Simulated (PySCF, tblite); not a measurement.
# C₄H₄FOS₂+: dynamics, then NMR shifts on frames

Aim: move C₄H₄FOS₂+ (`CO[c+]1scc(F)s1`) away from its starting geometry and see how NMR shifts follow the geometry.

Computed with tblite 0.8.0 and PySCF 2.14.0, with density-fitted response routines of our own, on a single molecule in the gas phase. Atoms count from 0, in the outputs and in this text.

### Step 1. The molecule as given

12 atoms, charge 1, multiplicity 1; geometry from: GFN2-xTB.

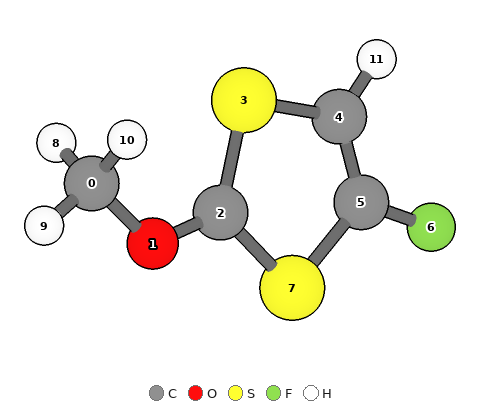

The starting geometry (carbon grey, oxygen red, sulfur yellow, fluorine green, hydrogen white), atoms numbered.

### Step 2. Dynamics with GFN2-xTB

Job settings and geometry (Å):

```
{"job": {"kind": "md", "xc": "GFN2-xTB", "basis": "xTB", "temperature": 200, "steps": 2000, "every": 50, "frames": 5}, "charge": 1, "multiplicity": 1}
C     -2.439144    -0.021968     0.076505
O     -1.389105     0.437985    -0.770050
C     -0.154845     0.246944    -0.438217
S      0.341207    -0.549524     1.003859
C      2.026082    -0.396669     0.685419
C      2.360957     0.225652    -0.455526
F      3.590564     0.430216    -0.855390
S      1.072269     0.813749    -1.496102
H     -2.422798     0.508050     1.031790
H     -3.364583     0.196507    -0.453502
H     -2.352131    -1.097022     0.250776
H      2.732724    -0.794605     1.394410
```

Method: GFN2-xTB Langevin dynamics, gas phase.

Launch:

```
$ OMP_NUM_THREADS=1 python probes_run.py task.json out
```

This one command runs all jobs of the session in turn.

Output:

```text
t/fs     T/K      E/eV
    0.0   174.3   -691.50224
   25.0   144.0   -691.31493
   50.0   258.1   -691.25903
   75.0   193.7   -691.21240
  100.0   197.8   -691.26312
  125.0   167.5   -691.13598
  150.0   226.8   -691.30046
  175.0   134.6   -691.27485
  200.0   156.0   -691.33219
  225.0   165.7   -691.30783
  250.0   241.0   -691.32668
  275.0   184.5   -691.26113
  300.0   198.8   -691.21990
  325.0   207.9   -691.08283
  350.0   276.2   -691.22482
  375.0   200.9   -691.18409
  400.0   202.4   -691.12809
  425.0   249.5   -691.23002
  450.0   251.2   -691.21035
  475.0   192.5   -691.19457
  500.0   195.3   -691.30626
  525.0   191.8   -691.32270
  550.0   194.9   -691.30004
  575.0   175.5   -691.16372
  600.0   120.2   -691.00991
  625.0   230.6   -691.19452
  650.0   217.7   -691.14673
  675.0   224.6   -691.14781
  700.0   238.9   -691.20683
  725.0   247.5   -691.16183
  750.0   183.5   -691.23393
  775.0   134.4   -691.24880
  800.0   191.1   -691.28368
  825.0   161.0   -691.30653
  850.0   149.9   -691.30648
  875.0    99.9   -691.15098
  900.0   182.6   -691.29501
  925.0   195.9   -691.26241
  950.0   186.6   -691.23978
  975.0   168.1   -691.18201
 1000.0   192.8   -691.25393
```

Run time: 8 s. Hardware: 1 thread of AMD EPYC 9B45, shared host; peak memory 0.18 GiB.

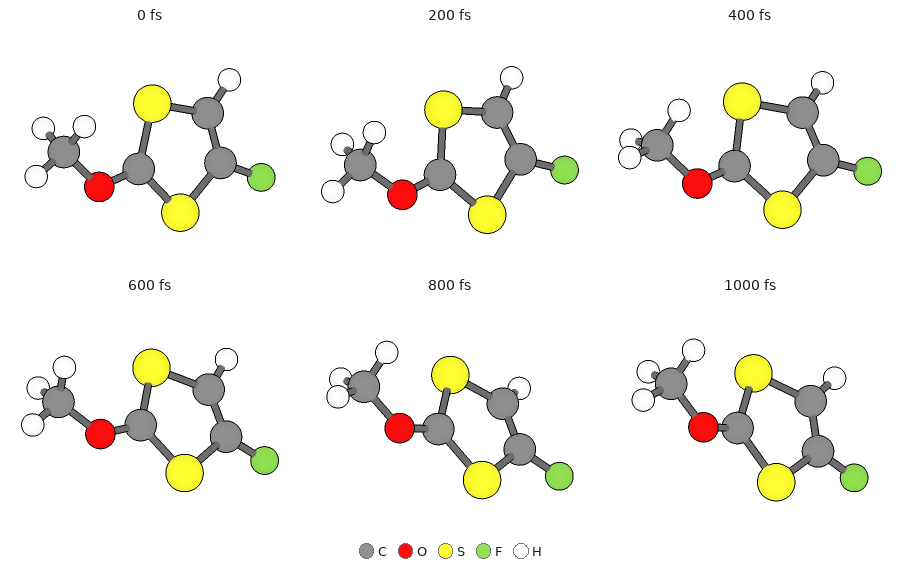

Frames of the run.

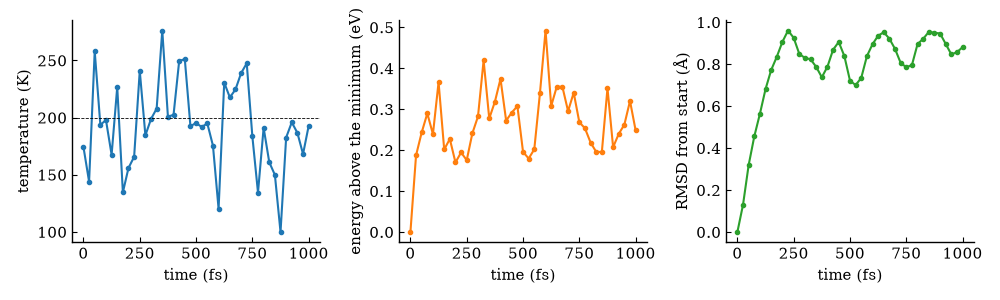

Temperature, potential energy and distance from the start.

Positions (Å) and forces (eV/Å) at 1000 fs:

```xyz
12

C    -2.795   -0.792    0.985   -1.010    0.548   -0.134
O    -2.024   -0.460   -0.155   -0.259    0.273   -0.158
C    -0.779   -0.160   -0.110    0.725   -0.553    0.570
S     0.191   -0.262    1.348    0.396   -0.151   -0.820
C     1.739   -0.113    0.510   -0.616    0.170    1.023
C     1.639    0.150   -0.797   -1.023   -0.206    0.463
F     2.677    0.451   -1.484    0.855    0.162   -1.179
S     0.018    0.096   -1.603    1.004    0.213    0.472
H    -2.452   -1.709    1.457   -0.114   -0.225   -0.161
H    -2.775    0.001    1.744    0.106    0.028   -0.122
H    -3.837   -0.833    0.568    0.818   -0.344    0.568
H     2.682   -0.138    1.094   -0.882    0.084   -0.521
```

### Step 3. NMR shieldings: 250 fs, PBE0/pcSseg-1

Job settings and geometry (Å):

```
{"job": {"kind": "nmr", "xc": "PBE0", "basis": "pcSseg-1", "pop": false}, "charge": 1, "multiplicity": 1}
C     -2.737800     0.360000     0.151400
O     -1.685800     0.444700    -0.826600
C     -0.479200     0.266200    -0.357900
S     -0.150600    -0.263800     1.272000
C      1.575600    -0.183100     1.022000
C      2.009400     0.253400    -0.157200
F      3.293300     0.365700    -0.467500
S      0.783700     0.600600    -1.412600
H     -2.901600    -0.656000     0.422500
H     -2.524500     0.931800     1.044800
H     -3.591300     0.768400    -0.392900
H      2.299500    -0.408900     1.772100
```

Method: GIAO PBE0/pcSseg-1 NMR shielding, non-relativistic, gas phase.

Output:

```text
coarse grid: 12248 points
cycle   1  E = -1125.0775192888  dE =  1.909e+00  |g| = 7.257e-01  |ddm| = 3.536e+00
cycle   2  E = -1124.8680796497  dE =  2.094e-01  |g| = 1.292e+00  |ddm| = 1.376e+00
cycle   3  E = -1125.1851482410  dE = -3.171e-01  |g| = 1.075e-01  |ddm| = 8.809e-01
cycle   4  E = -1125.1863289033  dE = -1.181e-03  |g| = 6.948e-02  |ddm| = 1.203e-01
cycle   5  E = -1125.1871907841  dE = -8.619e-04  |g| = 2.094e-02  |ddm| = 6.744e-02
cycle   6  E = -1125.1872793119  dE = -8.853e-05  |g| = 8.487e-03  |ddm| = 2.678e-02
cycle   7  E = -1125.1872975269  dE = -1.822e-05  |g| = 1.344e-03  |ddm| = 8.789e-03
cycle   8  E = -1125.1872978451  dE = -3.181e-07  |g| = 4.687e-04  |ddm| = 1.381e-03
final grid: 112624 points
cycle   9  E = -1125.2569069095  dE = -2.329e-05  |g| = 1.257e-02  |ddm| = 2.723e-02
cycle  10  E = -1125.2568668832  dE =  4.003e-05  |g| = 1.904e-02  |ddm| = 2.193e-02
cycle  11  E = -1125.2569375632  dE = -7.068e-05  |g| = 2.296e-03  |ddm| = 1.415e-02
cycle  12  E = -1125.2569386840  dE = -1.121e-06  |g| = 4.159e-04  |ddm| = 2.108e-03
cycle  13  E = -1125.2569387166  dE = -3.258e-08  |g| = 1.959e-04  |ddm| = 5.468e-04
cycle  14  E = -1125.2569387254  dE = -8.763e-09  |g| = 5.299e-05  |ddm| = 2.003e-04
cycle  15  E = -1125.2569387260  dE = -6.571e-10  |g| = 1.735e-05  |ddm| = 6.774e-05
converged SCF energy = -1125.2569387260

GIAO shielding tensors (ppm)
atom      isotropic    diamagn.    paramagn.     s11        s22        s33       span
  0 C      116.739     247.240    -130.500     78.465     88.562    183.191    104.725
  1 O       89.086     395.620    -306.534   -131.974     87.281    311.952    443.926
  2 C      -39.396     263.238    -302.634   -115.769    -64.328     61.910    177.679
  3 S      212.855    1056.456    -843.601    -55.962    325.580    368.948    424.910
  4 C       68.913     262.119    -193.207     -9.453     86.773    129.418    138.871
  5 C       13.526     257.832    -244.306    -59.167     44.252     55.494    114.660
  6 F      252.078     467.500    -215.422    165.209    262.564    328.462    163.253
  7 S      210.061    1054.327    -844.266      8.350    204.598    417.235    408.884
  8 H       27.581      28.804      -1.223     24.282     25.254     33.206      8.924
  9 H       27.692      28.576      -0.884     24.285     25.841     32.950      8.665
 10 H       25.940      25.510       0.429     21.749     24.251     31.819     10.070
 11 H       24.202      28.160      -3.957     20.312     24.345     27.949      7.637
```

Run time: 10 s. Hardware: 1 thread of AMD EPYC 9B45, shared host; peak memory 0.74 GiB.

Shifts follow as δ = σ(reference) − σ, with reference shieldings (ppm) from runs at the same level and on the same kind of geometry: ¹H TMS 31.72, ¹³C TMS 186.9, ¹⁹F CFCl3 170.9, ¹⁷O H2O 336.1, ³³S CS2 504. The references are single molecules in the gas phase, so shifts against H2O, NH3, PH3, H3PO4 or CFCl3 are not on the usual liquid scales and can be off by tens of ppm. Each atom is listed at this fixed geometry, with no averaging over motion; a spectrum would average atoms that exchange fast.

```csv
atoms,environment,σ (ppm),δ (ppm)
C2,aromatic carbon bearing oxygen,-39.4,226.3
C5,aromatic carbon bearing fluorine,13.5,173.4
C4,aromatic CH next to the ring sulfur,68.9,118.0
C0,methyl carbon bonded to O,116.7,70.2
H11,hydrogen on an aromatic CH next to the ring sulfur,24.20,7.51
H10,hydrogen on a methyl carbon bonded to O,25.94,5.78
H8,hydrogen on a methyl carbon bonded to O,27.58,4.14
H9,hydrogen on a methyl carbon bonded to O,27.69,4.02
O1,ether oxygen,89.1,247.0
S7,aromatic ring sulfur,210,294
S3,aromatic ring sulfur,213,291
F6,aryl fluorine,252.1,-81.1
```

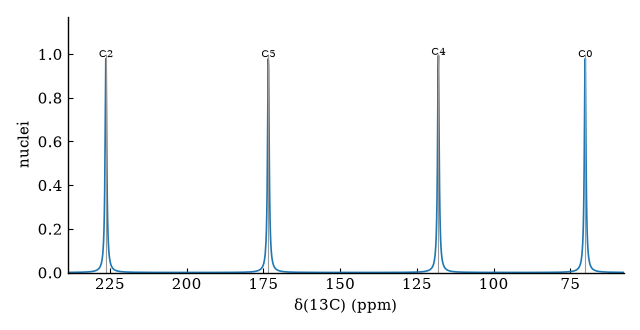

¹³C lines at the computed shifts, without couplings. Lines are broadened to a width of 0.62 ppm (Lorentzian).

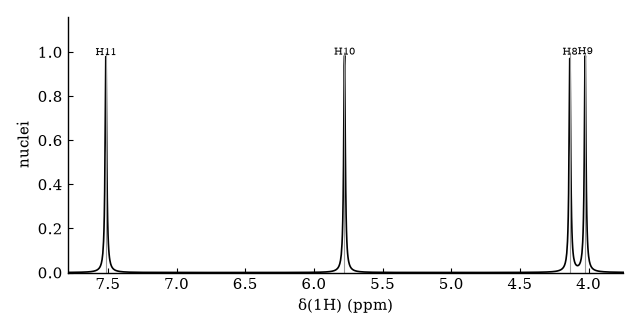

¹H lines at the computed shifts, without couplings. Lines are broadened to a width of 0.01 ppm (Lorentzian).

Ring of atoms C2, S3, C4, C5, S7: NICS(0) -11.8, NICS(1) -8.6, NICS(1)zz -14.9 ppm (means of both faces).

### Step 4. Shielding tensors: 425 fs, PBE0/pcSseg-1

Job settings and geometry (Å):

```
{"job": {"kind": "nmr", "xc": "PBE0", "basis": "pcSseg-1", "pop": false}, "charge": 1, "multiplicity": 1}
C     -2.910700    -0.012000     0.637300
O     -1.987400     0.181100    -0.439600
C     -0.704600     0.123900    -0.252100
S     -0.173000    -0.173800     1.338400
C      1.498400    -0.295700     0.915700
C      1.790900     0.024300    -0.355500
F      2.936000    -0.062200    -0.916600
S      0.461200     0.492500    -1.424800
H     -2.794000    -1.025500     1.039500
H     -2.878800     0.792300     1.442500
H     -3.898000     0.144500     0.219100
H      2.266500    -0.661600     1.584000
```

With the program's defaults for keys left out, this is: GIAO PBE0/pcSseg-1 NMR shielding, non-relativistic, gas phase.

Output:

```text
coarse grid: 12248 points
cycle   1  E = -1125.0837539570  dE =  2.003e+00  |g| = 7.037e-01  |ddm| = 3.542e+00
cycle   2  E = -1124.9076467634  dE =  1.761e-01  |g| = 1.205e+00  |ddm| = 1.279e+00
cycle   3  E = -1125.1829820264  dE = -2.753e-01  |g| = 1.044e-01  |ddm| = 8.165e-01
cycle   4  E = -1125.1842757645  dE = -1.294e-03  |g| = 6.301e-02  |ddm| = 1.147e-01
cycle   5  E = -1125.1849721544  dE = -6.964e-04  |g| = 1.881e-02  |ddm| = 6.133e-02
cycle   6  E = -1125.1850378247  dE = -6.567e-05  |g| = 8.494e-03  |ddm| = 2.433e-02
cycle   7  E = -1125.1850556495  dE = -1.782e-05  |g| = 1.260e-03  |ddm| = 8.462e-03
cycle   8  E = -1125.1850559341  dE = -2.845e-07  |g| = 4.233e-04  |ddm| = 1.329e-03
final grid: 112624 points
cycle   9  E = -1125.2536210771  dE = -1.750e-05  |g| = 1.184e-02  |ddm| = 2.602e-02
cycle  10  E = -1125.2535885983  dE =  3.248e-05  |g| = 1.750e-02  |ddm| = 2.071e-02
cycle  11  E = -1125.2536480391  dE = -5.944e-05  |g| = 2.209e-03  |ddm| = 1.317e-02
cycle  12  E = -1125.2536490877  dE = -1.049e-06  |g| = 3.781e-04  |ddm| = 2.057e-03
cycle  13  E = -1125.2536491165  dE = -2.886e-08  |g| = 1.677e-04  |ddm| = 4.948e-04
cycle  14  E = -1125.2536491231  dE = -6.597e-09  |g| = 4.889e-05  |ddm| = 1.775e-04
cycle  15  E = -1125.2536491237  dE = -5.402e-10  |g| = 1.378e-05  |ddm| = 5.862e-05
converged SCF energy = -1125.2536491237

GIAO shielding tensors (ppm)
atom      isotropic    diamagn.    paramagn.     s11        s22        s33       span
  0 C      116.220     245.576    -129.356     78.651     92.092    177.917     99.266
  1 O       86.580     394.801    -308.221   -140.344     88.355    311.728    452.072
  2 C      -30.714     263.314    -294.028   -112.637    -50.805     71.300    183.937
  3 S      215.943    1057.528    -841.585    -40.012    333.263    354.579    394.591
  4 C       73.303     262.869    -189.566     -3.389     88.222    135.075    138.463
  5 C       14.931     257.060    -242.130    -57.018     47.405     54.405    111.422
  6 F      260.113     467.465    -207.352    185.085    227.990    367.265    182.180
  7 S      228.297    1054.209    -825.912     35.246    224.908    424.737    389.491
  8 H       26.836      27.397      -0.561     23.272     24.556     32.680      9.408
  9 H       26.108      26.673      -0.565     22.380     24.313     31.631      9.250
 10 H       25.890      25.119       0.771     22.021     24.279     31.371      9.350
 11 H       24.053      27.961      -3.907     20.163     23.932     28.065      7.902
```

Run time: 10 s. Hardware: 1 thread of AMD EPYC 9B45, shared host; peak memory 0.87 GiB.

This run: δ C2 217.6, C5 172.0, C4 113.6, C0 70.7, H11 7.66, H10 5.83 ppm.

[end of part 1 of 2]
